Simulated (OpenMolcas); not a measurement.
**One shape, several levels: AlNH3O (SMILES [NH2][Al][OH])**

Aim: a comparison of 6 runs (UB3LYP/6-31G*, U-revPBE/def2-SVPD, UBHLYP/def2-SVPD, UPBE0/def2-SVPD, ROMP2/def2-SVPD, ROCCSD(T)/def2-SVPD) of AlNH3O. 

The results are computed with OpenMolcas 26.06.

## 1. The structure to begin with

AlNH3O has 6 atoms, charge 0, and is taken as a doublet. As SMILES, `[NH2][Al][OH]`. The shape is that of a PBE0-D4/def2-TZVP optimisation. This is one conformer, not always the lowest.

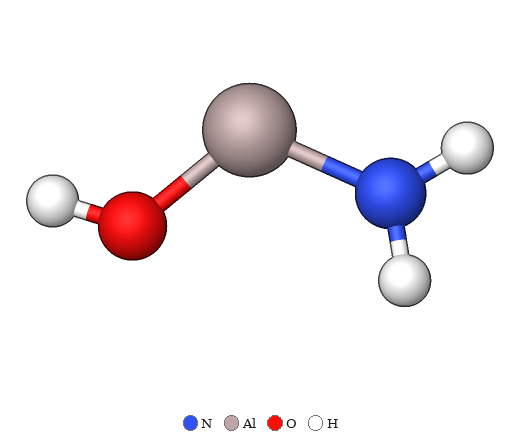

Viewed from a chosen angle; nitrogen blue, aluminium light grey, oxygen red, hydrogen white.

## 2. Energy and gradient at UB3LYP/6-31G(d) (Cartesian functions) (run 1)

The input, mol.inp:

```
&GATEWAY
BASLIB
$CurrDir
COORD
6
angstrom
N       -0.923900       0.240200      -0.760800
Al       0.595200       0.601300       0.070700
O        1.194100      -0.618500       1.101200
H       -1.434300      -0.623600      -0.657200
H       -1.394700       0.861600      -1.396800
H        2.005700      -0.525100       1.596800
BASIS
6-31Gs
GROUP
NoSym
&SEWARD
GRIDINPUT
Grid=UltraFine
End of Grid
&SCF
UHF
SPIN
2
KSDFT
B3LYP
THRESHOLDS
1e-10 1e-07 1e-07 1e-05
PRORBITALS
1 2
&ALASKA
```

The basis set 6-31G* is read from a file made from the Basis Set Exchange's data (not shown).

Run with:

```sh
$ export MOLCAS_MEM=1860
$ pymolcas mol.inp > mol.log
```

What it wrote:

```text
--- Start Module: gateway ---
[...]
--- Stop Module: gateway /rc=_RC_ALL_IS_WELL_ ---
[...]
      Basis functions           55
[...]
--- Start Module: scf ---
[...]
       Convergence after  16 Iterations
[...]
::    Total KS-DFT energy                            -374.2472987225
[...]
      Total spin, S                                     0.5007700365
[...]
      Total electronic charge=   31.000000
      Total            charge=   -0.000000
[...]
      Dipole Moment (debye):
      Origin of the operator (angstrom)=    0.3565    0.1567    0.1401
                   X=  1.1716E-01               Y=  7.0503E-01               Z= -2.8526E-01           Total=  7.6953E-01
      Quadrupole Moment (debye*angstrom):
[...]
--- Stop Module: scf /rc=_RC_ALL_IS_WELL_ ---
[...]
--- Start Module: alaska ---
[...]
 *              Molecular gradients               *
 **************************************************
  Irreducible representation: a
 ------------------------------------------------------------------------------------------
                              X                       Y                       Z
 ------------------------------------------------------------------------------------------
  N1                1.70466742245345E-03   -6.06158792429423E-05    1.17350204214794E-03
  AL2              -3.67337917407351E-03   -7.91729022461141E-03    1.62285551798247E-03
  O3                4.41758090338507E-03    8.37603599492986E-03   -1.36094990489521E-03
  H4                2.58205697531100E-03    4.44654869126504E-03   -5.63843835183458E-04
  H5                2.40548426871934E-03   -3.11281859650325E-03    3.21743987012679E-03
  H6               -7.43641039583265E-03   -1.73185998581941E-03   -4.08900369014464E-03
 ------------------------------------------------------------------------------------------
--- Stop Module: alaska /rc=_RC_ALL_IS_WELL_ ---
[...]
```

Wall time 20 s (1 thread of Arm Neoverse V2, shared host); peak memory 0.39 GiB.

## 3. Energy and forces at U-revPBE/def2-SVPD (run 2)

The input, mol.input:

```
>>> EXPORT MOLCAS_PRINT=2

&GATEWAY
 BasLib=$CurrDir
 BasisSet
 N.def2-SVPD....
 N1 -0.923900 0.240200 -0.760800 angstrom
 End of Basis
 BasisSet
 Al.def2-SVPD....
 Al2 0.595200 0.601300 0.070700 angstrom
 End of Basis
 BasisSet
 O.def2-SVPD....
 O3 1.194100 -0.618500 1.101200 angstrom
 End of Basis
 BasisSet
 H.def2-SVPD....
 H4 -1.434300 -0.623600 -0.657200 angstrom
 H5 -1.394700 0.861600 -1.396800 angstrom
 H6 2.005700 -0.525100 1.596800 angstrom
 End of Basis

&SEWARD
 GridInput
 Grid=UltraFine
 End of Grid

&SCF
 UHF
 Spin=2
 KSDFT=revPBE
 Thresholds=1e-10 1e-07 1e-07 1e-05
 PrOrbitals=1 1

&ALASKA
```

The basis set def2-SVPD is read from a file made from the Basis Set Exchange's data (not shown).

Run with:

```sh
$ export MOLCAS_MEM=1860
$ pymolcas mol.input > mol.log
```

What it wrote:

```text
--- Start Module: gateway ---
[...]
--- Stop Module: gateway /rc=_RC_ALL_IS_WELL_ ---
[...]
      Basis functions           91
[...]
--- Start Module: scf ---
[...]
       Convergence after  15 Iterations
[...]
::    Total KS-DFT energy                            -374.0040393718
[...]
      Total spin, S                                     0.5010972767
[...]
      Total electronic charge=   31.000000
      Total            charge=   -0.000000
[...]
      Dipole Moment (debye):
      Origin of the operator (angstrom)=    0.3565    0.1567    0.1401
                   X=  5.1116E-02               Y=  6.3357E-01               Z= -2.9262E-01           Total=  6.9975E-01
      Quadrupole Moment (debye*angstrom):
[...]
--- Stop Module: scf /rc=_RC_ALL_IS_WELL_ ---
[...]
--- Start Module: alaska ---
[...]
 *              Molecular gradients               *
 **************************************************
  Irreducible representation: a
 ------------------------------------------------------------------------------------------
                              X                       Y                       Z
 ------------------------------------------------------------------------------------------
  N1                1.69825034210982E-03    1.00040621298647E-04    1.08634900050697E-03
  AL2              -4.60917725573839E-03   -1.99233219959538E-02    7.18923895678980E-03
  O3                1.26575080605040E-03    1.62960694851009E-02   -7.55829750616854E-03
  H4                6.56594544086797E-03    1.02949112533057E-02   -9.11489822393974E-04
  H5                5.79655384207545E-03   -7.12052679405328E-03    7.55678646994884E-03
  H6               -1.07173231753706E-02    3.52827430379898E-04   -7.36258709864845E-03
 ------------------------------------------------------------------------------------------
--- Stop Module: alaska /rc=_RC_ALL_IS_WELL_ ---
[...]
```

It took 39 s on 1 thread of Arm Neoverse V2, shared host; peak memory 0.5 GiB.

Runs 3 to 5 aren't shown in full; the table further down has their settings and results.

## 4. The energy at ROCCSD(T)/def2-SVPD (run 6)

The input, test.input:

```
>>> EXPORT MOLCAS_PRINT=2

&GATEWAY
 BasLib=$CurrDir
 Coord
 6
 angstrom
 N       -0.923900       0.240200      -0.760800
 Al       0.595200       0.601300       0.070700
 O        1.194100      -0.618500       1.101200
 H       -1.434300      -0.623600      -0.657200
 H       -1.394700       0.861600      -1.396800
 H        2.005700      -0.525100       1.596800
 Basis=def2-SVPD
 Group=NoSym

&SEWARD

&SCF
 UHF
 Spin=2
 Thresholds=1e-10 1e-07 1e-07 1e-05
 PrOrbitals=1

&RASSCF
 FileOrb=$Project.UnaOrb
 Spin=2
 Nactel=1 0 0
 Inactive=15
 Ras2=1
 OutOrbitals=Canonical
 OrbListing=Nothing

&MOTRA
 JobIph
 Frozen=7

&CCSDT
 CCT
 Triples=3
 Iterations=80
 Accuracy=1e-08
 Extrapolation=5 4
```

The basis set def2-SVPD is read from a file made from the Basis Set Exchange's data (not shown).

Run with:

```sh
$ export MOLCAS_MEM=1860
$ pymolcas test.input > test.log
```

What it wrote:

```text
--- Start Module: gateway ---
[...]
--- Stop Module: gateway /rc=_RC_ALL_IS_WELL_ ---
[...]
      Basis functions           91
[...]
       Convergence after  18 Iterations
[...]
::    Total SCF energy                               -372.8761407837
[...]
      Total spin, S                                     0.5011728448
[...]
      Number of active orbitals                  1
[...]
      Spin quantum number                      0.5
[...]
      Active orbitals                            1
[...]
      Number of CSFs                             1
[...]
      Number of root(s) required                 1
[...]
      Convergence after  7 iterations
[...]
      printout of CI-coefficients larger than  0.05 for root  1
      energy=    -372.875531
      conf/sym  1     Coeff  Weight
             1  u   1.00000 1.00000
      Natural orbitals and occupation numbers for root  1
      sym 1:   1.000000
      ************************************************************************************************************************
      *                                                    Final results                                                     *
[...]
::    RASSCF root number  1 Total energy:   -372.87553055
[...]
      Total electronic charge=   31.000000
      Total            charge=   -0.000000
[...]
      Dipole Moment (debye):
      Origin of the operator (angstrom)=    0.3565    0.1567    0.1401
                   X=  2.5605E-01               Y=  9.4615E-01               Z= -3.1658E-01           Total=  1.0300E+00
      Quadrupole Moment (debye*angstrom):
[...]
--- Start Module: motra ---
[...]
      *** WARNING: Default frozen orbitals is overwritten by user input.
      *** Default values:   4
[...]
--- Stop Module: motra /rc=_RC_ALL_IS_WELL_ ---
[...]
--- Start Module: ccsdt ---
[...]
      Convergence after                    19  Iterations
      Total energy (diff) :    -373.32568419       0.00000000
[...]
 METHOD                       : CCSD+T(CCSD)+<T3(1)WT1>+<T3(1)UT2> = CCSD(T)
[...]
       CCSD     =      -373.3256841867997
[...]
--- Stop Module: ccsdt /rc=_RC_ALL_IS_WELL_ ---
[...]
```

It took 45 s on 1 thread of Arm Neoverse V2, shared host; peak memory 0.5 GiB.

## 5. All runs side by side

```
run                                level  Cartesian functions      task  energy (Eh)  dipole moment (D)  HOMO energy (eV)  LUMO energy (eV)  wall time
  1  UB3LYP/6-31G* (Cartesian functions)                  yes  gradient  -374.247299               0.77             -5.25             -2.42       20 s
  2                   U-revPBE/def2-SVPD                   no  gradient  -374.004039               0.70             -4.70             -2.99       39 s
  3                     UBHLYP/def2-SVPD                   no  gradient  -374.029280               1.02             -6.62             -1.69       41 s
  4                      UPBE0/def2-SVPD                   no  gradient  -373.839655               0.83             -5.76             -2.28       42 s
  5                      ROMP2/def2-SVPD                   no    energy  -373.310769                  –                 –                 –       13 s
  6                  ROCCSD(T)/def2-SVPD                   no    energy  -373.338929                  –                 –                 –       45 s
```

## 6. Outcome

```
             quantity          value
  run 6: total energy  -373.33893 Eh
run 6: (T) correction     -13.25 mEh
```

**Reading.** Over runs 1, 2, 3, 4 the dipole moment (its size) runs from 0.70 D (U-revPBE/def2-SVPD) to 1.02 D (UBHLYP/def2-SVPD). Totals of different functionals can't be ranked against each other. All runs together took 3.3 min, the longest 45 s.
